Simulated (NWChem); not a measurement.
# CH5AlGeO (SMILES O=[CH][GeH2][AlH2]) at 4 levels

Aim: a comparison of 4 runs (HF/STO-3G, HF/3-21G, B3LYP/6-31G*) of CH5AlGeO. 

Program for the calculation: NWChem 7.3.0.

### 1 The molecule

CH5AlGeO: 9 atoms, total charge 0, spin state singlet. As SMILES, `O=[CH][GeH2][AlH2]`. Geometry: relaxed at PBE0-D4/def2-TZVP. This is one conformer, not always the lowest.

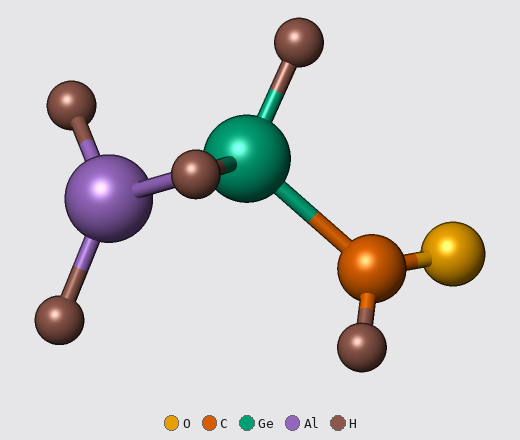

The structure, seen from a chosen angle (oxygen amber, carbon orange, germanium teal, aluminium purple, hydrogen brown).

### 2 Energy and forces at HF/STO-3G (run 1)

Input file test.nw:

```
echo
START test
TITLE "CH5AlGeO gradient"
memory total 2200 mb

GEOMETRY noautosym nocenter noautoz
  O    -0.559900    0.933700   -2.383700
  C     0.288100    0.366900   -1.753500
  Ge    0.548000    0.626500    0.225200
  Al   -0.849600   -1.010200    1.461300
  H     0.962400   -0.366200   -2.257100
  H     0.229300    2.100100    0.528800
  H     2.052000    0.385500    0.486200
  H    -0.703300   -2.549400    1.107400
  H    -1.878600   -0.533100    2.568200
END

BASIS "ao basis" spherical bse
  * library STO-3G
END

SCF
  thresh 1e-08
  maxiter 80
  print medium
END

TASK scf gradient
```

Started as:

```bash
$ nwchem test.nw > test.out
```

Log:

```text
[...]
  functions       =    42
[...]
  wavefunction    = RHF
[...]
         Total SCF energy =  -2404.898028825250
      One-electron energy =  -3968.442608442328
      Two-electron energy =   1265.495619858523
 Nuclear repulsion energy =    298.048959758555
        Time for solution =      3.5s
[...]
                         RHF ENERGY GRADIENTS
    atom               coordinates                        gradient
                 x          y          z           x          y          z
   1 O      -1.058058   1.764437  -4.504540    0.034275  -0.020807   0.033984
   2 C       0.544430   0.693340  -3.313635   -0.038523   0.017770  -0.054179
   3 Ge      1.035570   1.183913   0.425566   -0.013127  -0.002701  -0.010770
   4 Al     -1.605511  -1.909001   2.761457    0.008940   0.010435  -0.006441
   5 H       1.818672  -0.692018  -4.265301    0.003363  -0.003542   0.000029
   6 H       0.433314   3.968614   0.999287   -0.010121   0.039061   0.008559
   7 H       3.877718   0.728489   0.918785    0.041009  -0.009146   0.007667
   8 H      -1.329044  -4.817667   2.092683    0.004471  -0.044999  -0.010894
   9 H      -3.550039  -1.007413   4.853194   -0.030288   0.013929   0.032045
[...]
```

It took 5.7 s on 1 thread of Intel Xeon 6975P-C (Granite Rapids), shared host; peak memory 0.099 GiB.

### 3 Energy and gradient at HF/3-21G (run 2)

Input file test.nw:

```
echo
start test
title "CH5AlGeO"
memory stack 880 mb heap 220 mb global 1100 mb
charge 0

geometry noautosym nocenter noautoz
O     -0.559900     0.933700    -2.383700
C      0.288100     0.366900    -1.753500
Ge     0.548000     0.626500     0.225200
Al    -0.849600    -1.010200     1.461300
H      0.962400    -0.366200    -2.257100
H      0.229300     2.100100     0.528800
H      2.052000     0.385500     0.486200
H     -0.703300    -2.549400     1.107400
H     -1.878600    -0.533100     2.568200
end

basis spherical bse
* library 3-21G
end

scf
thresh 1e-08
maxiter 80
end

task scf gradient
```

Started as:

```bash
$ nwchem test.nw > test.out
```

Log:

```text
[...]
  functions       =    63
[...]
  wavefunction    = RHF
[...]
         Total SCF energy =  -2420.865198783896
      One-electron energy =  -3970.410618699063
      Two-electron energy =   1251.496460156612
 Nuclear repulsion energy =    298.048959758555
        Time for solution =      3.9s
[...]
                         RHF ENERGY GRADIENTS
    atom               coordinates                        gradient
                 x          y          z           x          y          z
   1 O      -1.058058   1.764437  -4.504540    0.017983  -0.011814   0.011449
   2 C       0.544430   0.693340  -3.313635   -0.026535   0.020249  -0.013474
   3 Ge      1.035570   1.183913   0.425566   -0.002625  -0.004735   0.010534
   4 Al     -1.605511  -1.909001   2.761457    0.001407  -0.000054  -0.000421
   5 H       1.818672  -0.692018  -4.265301    0.006823  -0.008661  -0.005456
   6 H       0.433314   3.968614   0.999287    0.000536   0.000546  -0.000057
   7 H       3.877718   0.728489   0.918785   -0.000053   0.000834   0.000098
   8 H      -1.329044  -4.817667   2.092683   -0.000035   0.004068   0.000482
   9 H      -3.550039  -1.007413   4.853194    0.002499  -0.000434  -0.003155
[...]
```

It took 6.3 s on 1 thread of Intel Xeon 6975P-C (Granite Rapids), shared host; peak memory 0.099 GiB.

Run 3 isn't shown in full; the table further down has it.

### 4 Energy and forces at B3LYP/6-31G(d) (Cartesian functions) (run 4)

Input file nw.nw:

```
start nw
title "CH5AlGeO"
memory 2200 mb

geometry noautosym nocenter noautoz
  O     -0.559900     0.933700    -2.383700
  C      0.288100     0.366900    -1.753500
  Ge     0.548000     0.626500     0.225200
  Al    -0.849600    -1.010200     1.461300
  H      0.962400    -0.366200    -2.257100
  H      0.229300     2.100100     0.528800
  H      2.052000     0.385500     0.486200
  H     -0.703300    -2.549400     1.107400
  H     -1.878600    -0.533100     2.568200
end

basis "ao basis" cartesian
  * library 6-31G*
end

dft
  xc b3lyp
  grid fine
  convergence energy 1e-08
  maxiter 100
  mulliken
end

task dft gradient
```

Started as:

```bash
$ nwchem nw.nw > nw.out
```

Log:

```text
[...]
          Wavefunction type:  closed shell.
          No. of atoms     :     9
          No. of electrons :    64
[...]
          Charge           :     0
          Spin multiplicity:     1
[...]
          AO basis - number of functions:    94
[...]
              XC Information
              --------------
                         B3LYP Method XC Potential
                     Hartree-Fock (Exact) Exchange  0.200
                        Slater Exchange Functional  0.800 local
                    Becke 1988 Exchange Functional  0.720 non-local
              Lee-Yang-Parr Correlation Functional  0.810
                  VWN I RPA Correlation Functional  0.190 local
[...]
 d= 0,ls=0.0,diis     1  -2435.3831046040 -2.73D+03  1.91D-02  1.67D+00     2.7
[...]
 d= 0,ls=0.0,diis    11  -2435.4960770167 -9.58D-10  3.62D-07  1.64D-09    21.9
         Total DFT energy =    -2435.496077016726
      One electron energy =    -3982.774861737420
           Coulomb energy =     1362.755898044719
    Exchange-Corr. energy =     -113.526073082580
 Nuclear repulsion energy =      298.048959758555
[...]
      Total Density - Mulliken Population Analysis
     ---------------------------------------------
    Atom       Charge   Shell Charges
 -----------   ------   -------------------------------------------------------
    1 O    8     8.35   1.99  0.92  2.86  1.00  1.57  0.00
    2 C    6     5.83   1.99  0.73  1.91  0.54  0.60  0.04
    3 Ge  32    32.18   2.00  1.99  6.00  1.93  5.99  1.33  2.32  0.12  0.35  6.91  2.96  0.28
    4 Al  13    12.67   2.00  1.99  5.96  1.03  1.20  0.22  0.23  0.03
    5 H    1     0.88   0.53  0.35
    6 H    1     0.95   0.49  0.47
    7 H    1     0.97   0.48  0.49
    8 H    1     1.09   0.49  0.59
    9 H    1     1.08   0.49  0.59
[...]
  wavefunction    = closed shell
[...]
```

It took 35 s on 1 thread of Intel Xeon 6975P-C (Granite Rapids), shared host; peak memory 0.12 GiB.

### 5 Overview of the runs

| run | level | iteration cap | module | energy (Eh) | dipole moment (D) | HOMO energy (eV) | LUMO energy (eV) | wall time |
| --- | --- | --- | --- | --- | --- | --- | --- | --- |
| 1 | HF/STO-3G | 80 | scf | -2404.898029 | 2.52 | -6.92 | 7.64 | 5.7 s |
| 2 | HF/3-21G | 80 | scf | -2420.865199 | 2.88 | -9.65 | 0.30 | 6.3 s |
| 3 | B3LYP/6-31G* (spherical functions) | 100 | dft | -2435.487376 | 2.17 | -6.36 | -2.40 | 47 s |
| 4 | B3LYP/6-31G* (Cartesian functions) | 100 | dft | -2435.496077 | 2.16 | -6.38 | -2.41 | 35 s |

### 6 Results

| quantity | value |
| --- | --- |
| run 4: total energy | -2435.49608 Eh |
| run 4: dipole moment | 2.16 D |
| run 4: HOMO energy | -6.38 eV |
| run 4: LUMO energy | -2.41 eV |
| run 4: HOMO–LUMO gap | 3.97 eV |
| run 4: largest force on an atom | 1.004 eV/Å |

What this shows: The dipole moment (its size) runs from 2.16 D (B3LYP/6-31G*) to 2.88 D (HF/3-21G). The two ends differ in method and basis. The HOMO–LUMO gap runs from 3.96 eV (B3LYP/6-31G*) to 14.57 eV (HF/STO-3G). In run 1 the basis is minimal, so the values are rough. All runs together took 94 s, the longest 47 s.
